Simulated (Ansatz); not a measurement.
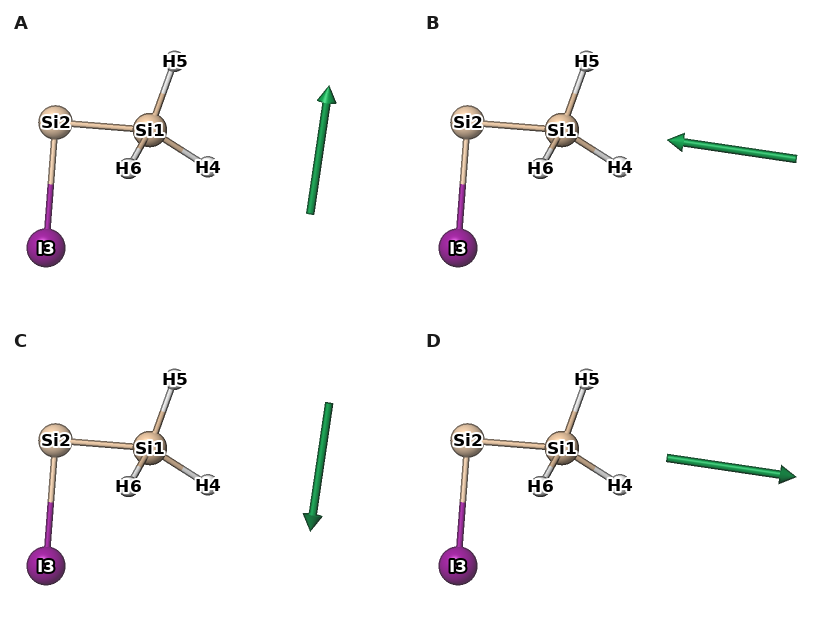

The same molecule four times, each with an arrow. The computed structure is the end point of a PBE0-D4/def2-TZVP optimisation. No frequency run is at hand to confirm it as a minimum. Properties computed with RKS PBE0-D4/def2-TZVP, core potentials on I (Ansatz 0.2.0).

Which arrow points along the dipole moment, from the negative to the positive end?

A. The dipole moment is 0.62 D; it points from the side of I3 to the side of H5 (the outermost atoms at the two ends).
